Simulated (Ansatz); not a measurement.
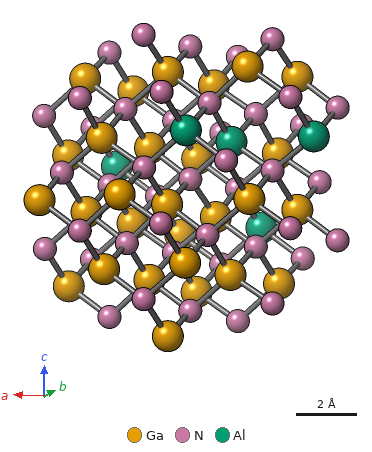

This is the input geometry for a relaxation of solid Ga28N32Al4 (a generated structure, set up in P1). A ball-and-stick model of the atoms within 5.8 Å of the atom that moves most (axes of the cell of the calculation), seen from a free direction.

These are results of DFT, PBEsol, PAW, plane waves (Ansatz), not measurements.

Settings: plane-wave cutoff 420 eV; k-point mesh 1 × 1 × 1; mesh shifted by (0.25, 0.25, 0.25); no spin polarisation; cell relaxed at fixed shape; force threshold 0.03 eV/Å; at most 80 steps.

```
Ga N Al
1.0
     8.96735    0.00000    0.00000
     0.00000    8.96735    0.00000
     0.00000    0.00000    8.96735
Ga N Al
28 32 4
Direct
  0.99548 0.00293 0.99887
  0.00114 0.99743 0.49788
  0.99807 0.49812 0.99950
  0.00483 0.49711 0.50046
  0.49582 0.99878 0.00053
  0.50175 0.00134 0.50420
  0.50175 0.50020 0.99813
  0.50104 0.49980 0.49945
  0.25083 0.25096 0.00340
  0.24809 0.25141 0.50491
  0.25052 0.74953 0.00025
  0.24843 0.75261 0.49963
  0.74565 0.25045 0.00143
  0.74584 0.25185 0.50496
  0.75126 0.75016 0.50199
  0.25054 0.00217 0.25146
  0.25126 0.99632 0.75274
  0.24932 0.50465 0.74804
  0.75414 0.99995 0.24911
  0.74896 0.99760 0.75677
  0.75018 0.49982 0.75047
  0.00470 0.24961 0.74576
  0.00057 0.75206 0.25303
  0.00095 0.74600 0.75001
  0.50456 0.25076 0.24606
  0.49588 0.25276 0.74921
  0.50102 0.75209 0.24762
  0.49883 0.75276 0.75263
  0.12571 0.11890 0.12190
  0.12660 0.12216 0.62313
  0.12333 0.62885 0.12329
  0.12564 0.62474 0.62297
  0.62552 0.12570 0.12741
  0.62350 0.12359 0.62417
  0.62763 0.62731 0.12359
  0.62606 0.62706 0.62893
  0.37293 0.37352 0.12235
  0.37447 0.37196 0.62408
  0.37388 0.87578 0.12266
  0.37329 0.87320 0.62478
  0.87442 0.37304 0.12926
  0.87541 0.37461 0.62535
  0.87947 0.87624 0.12774
  0.87610 0.87668 0.62687
  0.37836 0.12228 0.37762
  0.37376 0.12605 0.86951
  0.37251 0.62493 0.37416
  0.37515 0.62591 0.87567
  0.87403 0.12853 0.37608
  0.87233 0.12217 0.87494
  0.87252 0.62366 0.37310
  0.87281 0.62191 0.87656
  0.11964 0.37455 0.37566
  0.12755 0.37422 0.87554
  0.12243 0.87402 0.37587
  0.12522 0.87887 0.87614
  0.62342 0.37755 0.37521
  0.62348 0.37666 0.87340
  0.62674 0.87375 0.37613
  0.62363 0.87331 0.87319
  0.75158 0.75162 0.00167
  0.24523 0.50206 0.24951
  0.74822 0.49925 0.24520
  0.00108 0.25031 0.24961
```

> What does the optimiser find from here?

The energy falls by 1.079 eV per cell of the calculation in 4 geometry steps. Largest force component: 1.5 eV/Å at the start, 0.011 eV/Å at the end. Pressure: 0.37 GPa at the start and 0.00 GPa at the end. The largest move is that of N29, 0.11 Å roughly along [−1 2 1]. By element the largest moves are N 0.11 Å, Ga 0.07 Å, Al 0.04 Å. The cell stays as it was. Near-neighbour distances that change, for instance: N37–Al62 1.985 → 1.894 Å, N29–Al64 1.987 → 1.898 Å, Ga4–N53 1.876 → 1.958 Å, Ga22–N50 2.014 → 1.943 Å. Among the angles between lasting bonds that change: Ga1–N29–Ga16 114.1° → 108.1°, N29–Ga1–N56 105.7° → 110.6°, Ga1–N43–Ga23 112.8° → 108.5°. The space group stays P1 (No. 1). The run took 6.5 s on 1 × NVIDIA GB300 Max-Q with 8 threads of Arm Neoverse-V2, peak memory 1.9 GiB.

Step by step:

| step | E − E(0), meV/atom | largest force component, eV/Å | pressure, GPa |
| --- | --- | --- | --- |
| 0 | 0.00 | 1.4555 | 0.37 |
| 1 | -12.55 | 0.8386 | -0.01 |
| 2 | -16.84 | 0.0413 | -0.05 |
| 3 | -16.86 | 0.0108 | 0.00 |
| 4 | -16.86 | 0.0109 | 0.00 |

After the run, drawn alike:

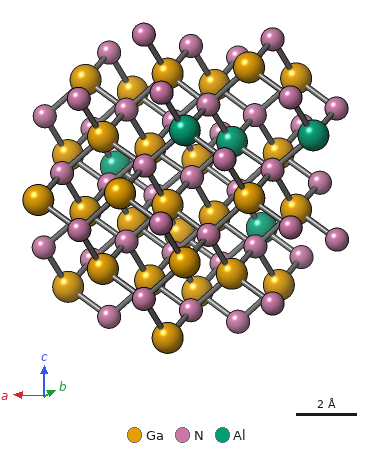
